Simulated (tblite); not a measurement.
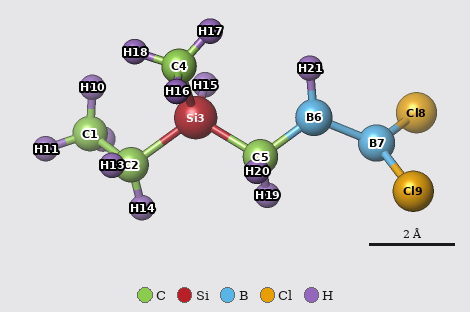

The structure as given in the input (ball-and-stick view, seen at a tilt; atoms are numbered from 1 in the order of the input).

C$_{4}$H$_{12}$B$_{2}$Cl$_{2}$Si: geometry relaxation (part 1 of 2)

System: C$_{4}$H$_{12}$B$_{2}$Cl$_{2}$Si.
Method: GFN2-xTB geometry optimisation, gas phase (tblite 0.8.0).

It belongs to a series of runs on one base structure; here: H on B replaced by BCl2.

The program's output:
```
step      E/eV     max force
  0    -761.18095    1.775
  1    -761.44315    1.322
  2    -761.62167    0.657
  3    -761.68601    0.581
  4    -761.73360    0.508
  5    -761.75600    0.424
  6    -761.77965    0.364
  7    -761.80023    0.543
  8    -761.81994    0.497
  9    -761.83516    0.300
 10    -761.84731    0.266
 11    -761.85712    0.265
 12    -761.86749    0.290
 13    -761.87900    0.279
 14    -761.88913    0.265
 15    -761.89641    0.266
 16    -761.90303    0.273
 17    -761.91186    0.261
 18    -761.92265    0.294
 19    -761.93158    0.216
 20    -761.93706    0.186
 21    -761.94112    0.189
 22    -761.94530    0.170
 23    -761.94982    0.176
 24    -761.95354    0.122
 25    -761.95634    0.143
 26    -761.95941    0.160
 27    -761.96407    0.194
 28    -761.97019    0.232
 29    -761.97595    0.186
 30    -761.98042    0.143
 31    -761.98404    0.162
 32    -761.98802    0.166
 33    -761.99411    0.179
 34    -762.00222    0.262
 35    -762.01125    0.284
 36    -762.02014    0.271
 37    -762.02795    0.193
 38    -762.03166    0.180
 39    -762.03507    0.235
 40    -762.03843    0.140
 41    -762.04198    0.109
 42    -762.04461    0.136
 43    -762.04765    0.147
 44    -762.05049    0.132
 45    -762.05333    0.100
 46    -762.05586    0.098
 47    -762.05812    0.089
 48    -762.06006    0.099
 49    -762.06194    0.120
 50    -762.06398    0.111
 51    -762.06600    0.099
 52    -762.06778    0.103
 53    -762.06945    0.091
 54    -762.07125    0.132
 55    -762.07325    0.134
 56    -762.07546    0.087
 57    -762.07729    0.106
 58    -762.07906    0.105
 59    -762.08111    0.118
 60    -762.08315    0.094
 61    -762.08497    0.084
 62    -762.08676    0.101
 63    -762.08898    0.181
 64    -762.09178    0.203
 65    -762.09465    0.137
 66    -762.09713    0.100
 67    -762.09977    0.119
 68    -762.10319    0.228
 69    -762.10750    0.268
 70    -762.11179    0.203
 71    -762.11657    0.174
 72    -762.12177    0.151
 73    -762.12763    0.239
 74    -762.13169    0.181
 75    -762.13473    0.129
 76    -762.13622    0.122
 77    -762.13916    0.139
 78    -762.14209    0.121
 79    -762.14496    0.097
 80    -762.14665    0.106
 81    -762.14861    0.104
 82    -762.15049    0.091
 83    -762.15215    0.068
 84    -762.15302    0.064
 85    -762.15366    0.051
 86    -762.15424    0.056
 87    -762.15484    0.074
 88    -762.15550    0.068
 89    -762.15618    0.054
 90    -762.15676    0.042
 91    -762.15712    0.030
 92    -762.15732    0.034
 93    -762.15751    0.029
 94    -762.15776    0.036
 95    -762.15805    0.031
 96    -762.15831    0.030
 97    -762.15850    0.036
 98    -762.15867    0.035
 99    -762.15886    0.030
100    -762.15903    0.028
101    -762.15915    0.021
102    -762.15924    0.024
103    -762.15933    0.023
104    -762.15945    0.025
105    -762.15958    0.030
106    -762.15969    0.024
107    -762.15978    0.020
108    -762.15985    0.020
109    -762.15993    0.020
110    -762.16001    0.022
111    -762.16011    0.024
112    -762.16023    0.030
113    -762.16036    0.031
114    -762.16047    0.026
115    -762.16056    0.021
116    -762.16063    0.018
117    -762.16072    0.020
118    -762.16084    0.023
119    -762.16097    0.022
120    -762.16108    0.021
121    -762.16116    0.019
122    -762.16124    0.021
123    -762.16133    0.025
124    -762.16141    0.022
125    -762.16147    0.016
126    -762.16153    0.016
127    -762.16161    0.025
128    -762.16173    0.035
129    -762.16186    0.034
130    -762.16198    0.028
131    -762.16211    0.030
132    -762.16230    0.040
133    -762.16254    0.051
134    -762.16275    0.042
135    -762.16286    0.022
136    -762.16292    0.020
137    -762.16299    0.020
138    -762.16311    0.031
139    -762.16321    0.028
140    -762.16330    0.017
141    -762.16336    0.017
142    -762.16342    0.021
143    -762.16350    0.026
144    -762.16358    0.019
145    -762.16364    0.020
146    -762.16370    0.016
147    -762.16377    0.021
148    -762.16385    0.022
149    -762.16392    0.023
150    -762.16398    0.020
151    -762.16403    0.020
152    -762.16408    0.027
153    -762.16416    0.030
154    -762.16425    0.024
155    -762.16433    0.016
156    -762.16438    0.017
157    -762.16442    0.017
158    -762.16446    0.015
159    -762.16451    0.014
160    -762.16454    0.013
161    -762.16457    0.012
162    -762.16460    0.012
163    -762.16462    0.011
164    -762.16465    0.013
165    -762.16468    0.015
166    -762.16473    0.016
167    -762.16478    0.017
168    -762.16483    0.019
169    -762.16490    0.018
170    -762.16497    0.023
171    -762.16505    0.020
172    -762.16511    0.014
173    -762.16515    0.013
174    -762.16517    0.012
175    -762.16520    0.012
176    -762.16523    0.016
177    -762.16526    0.016
178    -762.16528    0.012
179    -762.16531    0.015
180    -762.16533    0.014
181    -762.16538    0.021
182    -762.16544    0.025
183    -762.16551    0.019
184    -762.16561    0.023
185    -762.16574    0.026
186    -762.16592    0.044
187    -762.16615    0.056
188    -762.16645    0.052
189    -762.16678    0.047
190    -762.16719    0.057
191    -762.16773    0.081
192    -762.16847    0.088
193    -762.16841    0.124
194    -762.16930    0.041
195    -762.16948    0.031
196    -762.16962    0.056
197    -762.16986    0.033
198    -762.17002    0.019
199    -762.17032    0.028
200    -762.17040    0.031
201    -762.17048    0.021
202    -762.17061    0.017
203    -762.17069    0.023
204    -762.17078    0.022
205    -762.17085    0.021
206    -762.17092    0.021
207    -762.17101    0.021
208    -762.17111    0.025
209    -762.17121    0.021
210    -762.17130    0.019
211    -762.17137    0.026
212    -762.17143    0.021
213    -762.17151    0.034
214    -762.17159    0.024
215    -762.17168    0.018
216    -762.17174    0.018
217    -762.17182    0.018
218    -762.17192    0.022
219    -762.17202    0.023
220    -762.17209    0.020
221    -762.17216    0.017
222    -762.17225    0.017
223    -762.17234    0.021
224    -762.17242    0.018
225    -762.17249    0.015
226    -762.17254    0.013
227    -762.17259    0.017
228    -762.17265    0.015
229    -762.17268    0.011
230    -762.17270    0.009
```

Trajectory as extended XYZ (Å, eV, eV/Å), 10 of the 231 frames kept, from step=0 to step=230:
```
21
Properties=species:S:1:pos:R:3:forces:R:3 step=0 energy=-761.18095
C    -2.8137    0.3041   -1.1136   -1.0410   0.5120   0.1260
C    -1.6658   -0.6491   -1.0243    0.3460  -1.0950   0.7210
Si   -0.4009    0.1537    0.1204   -0.3670   0.8830  -0.1830
C    -0.9513   -0.2674    1.8526   -0.6510  -0.8180   0.5270
C     1.3050   -0.5074   -0.1063    1.6000  -0.3090  -0.7030
B     2.3347    0.3740    0.6815    0.2670   0.1390  -0.1760
B     3.8705    0.6529    0.0999    1.1960   0.2580   0.3570
Cl    4.5576    2.3447   -0.0939   -0.4010  -1.6550  -0.0390
Cl    5.0169   -0.7860    0.0433   -0.8090   1.4470  -0.0810
H    -2.9677    0.7384   -0.0859   -0.1700  -0.2090  -1.1990
H    -3.7502   -0.2349   -1.4055    0.6720   0.7330   0.0180
H    -2.5571    1.1120   -1.8270   -0.5340  -0.4130   0.5000
H    -2.0413   -1.5458   -0.4563    0.4580   0.4120  -0.9250
H    -1.2313   -0.9345   -1.9906   -0.5150  -0.0920   0.2580
H    -0.4200    1.6261   -0.0116    0.0280  -0.0320  -0.1540
H    -0.8259   -1.3765    1.9709    0.0560   1.0360   0.3590
H    -0.4005    0.3007    2.6280   -0.6950  -0.6280  -0.3980
H    -2.0508   -0.1055    1.8819    0.8150   0.1110   0.5540
H     1.6129   -0.5264   -1.1766   -0.2860  -0.2840   0.6360
H     1.3554   -1.5440    0.2585   -0.0240   0.3530  -0.1500
H     2.0145    0.8881    1.6953    0.0540  -0.3490  -0.0460
21
Properties=species:S:1:pos:R:3:forces:R:3 step=26 energy=-761.95941
C    -2.9506    0.2842   -1.2010    0.0990  -0.0430   0.0220
C    -1.7138   -0.6035   -1.0206    0.0140   0.0520  -0.0140
Si   -0.4187    0.1890    0.1567   -0.0570  -0.0160   0.0050
C    -0.9624   -0.2450    1.9302    0.0030   0.0270  -0.0340
C     1.3790   -0.4635   -0.0781   -0.1070  -0.0380  -0.0050
B     2.4748    0.3036    0.7220    0.0810  -0.0100  -0.0130
B     3.9734    0.7164    0.1361    0.0280   0.0040  -0.0200
Cl    4.5822    2.2725   -0.3007   -0.0570  -0.0110  -0.0260
Cl    5.1412   -0.5779    0.0660   -0.0180   0.0400  -0.0090
H    -3.3114    0.6534   -0.2442   -0.0030  -0.0800   0.0390
H    -3.7582   -0.2730   -1.6751    0.0530   0.0480  -0.0270
H    -2.7222    1.1526   -1.8144    0.0390  -0.0490  -0.0170
H    -2.0426   -1.5639   -0.6186    0.0490   0.0100   0.0350
H    -1.2889   -0.8184   -2.0023   -0.0090   0.0390   0.0090
H    -0.4257    1.6431   -0.0803    0.0170   0.0400   0.0200
H    -0.8218   -1.3015    2.1397    0.0490  -0.0350   0.0010
H    -0.3931    0.3132    2.6656   -0.0320   0.0080   0.0240
H    -2.0151   -0.0339    2.0835   -0.0250   0.0840   0.0430
H     1.5895   -0.5796   -1.1367    0.0690   0.0810  -0.1100
H     1.3704   -1.4722    0.3323   -0.0980  -0.0940   0.0840
H     2.3050    0.4214    1.8806   -0.0940  -0.0580  -0.0090
21
Properties=species:S:1:pos:R:3:forces:R:3 step=51 energy=-762.06600
C    -2.8790    0.2124   -1.2432   -0.0440   0.0300   0.0290
C    -1.5668   -0.5245   -1.0104   -0.0090   0.0120  -0.0250
Si   -0.3853    0.3094    0.2390    0.0600  -0.0330   0.0720
C    -0.9388   -0.0562    2.0289   -0.0020   0.0360  -0.0500
C     1.3011   -0.5752   -0.0784    0.0270  -0.0590  -0.0170
B     2.4441    0.0056    0.7896   -0.0280   0.0150   0.0570
B     3.7988    0.6762    0.1170    0.0300   0.0690   0.0260
Cl    3.9818    2.2586   -0.5606   -0.0220  -0.0210   0.0140
Cl    5.2090   -0.3378    0.0286    0.0360   0.0170  -0.0400
H    -3.4551    0.2681   -0.3247   -0.0420  -0.0040   0.0440
H    -3.4798   -0.2957   -1.9960   -0.0100  -0.0090   0.0330
H    -2.7008    1.2276   -1.5864    0.0430   0.0180  -0.0080
H    -1.7893   -1.5360   -0.6656   -0.0290  -0.0340  -0.0480
H    -1.0633   -0.6280   -1.9714    0.0360  -0.0330  -0.0430
H    -0.2968    1.7592   -0.0188    0.0250  -0.0540   0.0280
H    -0.8661   -1.1206    2.2497   -0.0250   0.0880  -0.0130
H    -0.3233    0.4695    2.7550   -0.0270  -0.0240  -0.0690
H    -1.9700    0.2464    2.1940    0.0430  -0.0190   0.0080
H     1.4984   -0.5535   -1.1479   -0.0040   0.0040  -0.0210
H     1.1156   -1.6134    0.1950   -0.0630  -0.0100   0.0080
H     2.3568   -0.1752    1.9472    0.0060   0.0110   0.0160
21
Properties=species:S:1:pos:R:3:forces:R:3 step=77 energy=-762.13916
C    -2.7949    0.2491   -1.1185   -0.0590  -0.0180   0.0220
C    -1.4785   -0.5168   -1.1239   -0.0380   0.0360  -0.0080
Si   -0.2424    0.1860    0.1477    0.0390  -0.0150   0.1330
C    -0.9309    0.1154    1.9236    0.0440   0.0290  -0.0160
C     1.3537   -0.8953   -0.0087   -0.0130  -0.0040  -0.0100
B     2.4405   -0.2655    0.8903   -0.0180   0.0040   0.0530
B     3.5611    0.7405    0.1914   -0.0690  -0.0430  -0.0280
Cl    3.1611    2.3250   -0.3867    0.0080   0.0530   0.0280
Cl    5.1697    0.2101   -0.1759    0.0360   0.0070   0.0210
H    -3.2801    0.1564   -0.1531   -0.0650  -0.0210   0.0650
H    -3.4709   -0.1349   -1.8786   -0.0330  -0.0090  -0.0240
H    -2.6360    1.3066   -1.3059    0.0540   0.0220  -0.0460
H    -1.6839   -1.5679   -0.9199   -0.0180  -0.0460   0.0150
H    -1.0626   -0.4784   -2.1303    0.0780   0.0180  -0.0230
H     0.0077    1.6041   -0.1433    0.0770   0.0420  -0.0960
H    -1.0516   -0.8999    2.2915    0.0020   0.0140  -0.0230
H    -0.2585    0.6357    2.6014   -0.0270  -0.0560   0.0120
H    -1.8969    0.6089    1.9871    0.0200  -0.0370  -0.0030
H     1.6000   -0.9126   -1.0663    0.0110  -0.0240  -0.0680
H     1.0769   -1.9048    0.2870   -0.0660   0.0050   0.0200
H     2.4074   -0.5447    2.0316    0.0370   0.0440  -0.0240
21
Properties=species:S:1:pos:R:3:forces:R:3 step=102 energy=-762.15924
C    -2.8059    0.2571   -1.0975   -0.0080   0.0070   0.0050
C    -1.4871   -0.5069   -1.1227   -0.0090  -0.0010   0.0080
Si   -0.2126    0.1911    0.1183    0.0020  -0.0130   0.0080
C    -0.9069    0.1223    1.8892    0.0080   0.0070   0.0040
C     1.3409   -0.9573   -0.0024   -0.0050  -0.0010   0.0050
B     2.4310   -0.2810    0.8551   -0.0040   0.0090  -0.0070
B     3.5321    0.7644    0.1829    0.0090   0.0000   0.0060
Cl    3.1320    2.3966   -0.2500   -0.0050   0.0020   0.0110
Cl    5.1659    0.2989   -0.1653    0.0020  -0.0030  -0.0030
H    -3.2744    0.1773   -0.1205   -0.0050  -0.0020   0.0110
H    -3.4995   -0.1370   -1.8378    0.0040   0.0000  -0.0110
H    -2.6442    1.3109   -1.3069    0.0070   0.0040  -0.0150
H    -1.6921   -1.5572   -0.9082    0.0130  -0.0180  -0.0100
H    -1.0797   -0.4726   -2.1344   -0.0060   0.0010   0.0030
H     0.1199    1.5769   -0.2477   -0.0150   0.0000  -0.0020
H    -1.0582   -0.9024    2.2193    0.0000   0.0060  -0.0020
H    -0.2305    0.5965    2.5934    0.0140  -0.0070   0.0050
H    -1.8622    0.6328    1.9621    0.0020   0.0080  -0.0090
H     1.5769   -1.0537   -1.0594   -0.0010   0.0020   0.0060
H     1.0243   -1.9314    0.3647   -0.0040   0.0000  -0.0070
H     2.4214   -0.5082    2.0083   -0.0010   0.0000  -0.0070
```
